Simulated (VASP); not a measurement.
Band structure of CaO (rock salt). Method: PW91 GGA, VASP's PBE PAW potentials (set 64) (plane waves; VASP 6.6.1).

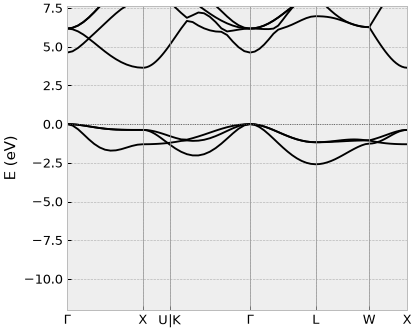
Bands along high-symmetry lines, zero at the valence-band maximum or, without a gap, the Fermi level

Read the plot: is there a gap, and where are the band edges?

The gap is indirect, 3.64 eV, from the valence maximum at Γ to the conduction minimum at X. (Edges off the drawn lines would not show.)

The compound is CaO in the rock salt structure. It was relaxed first.
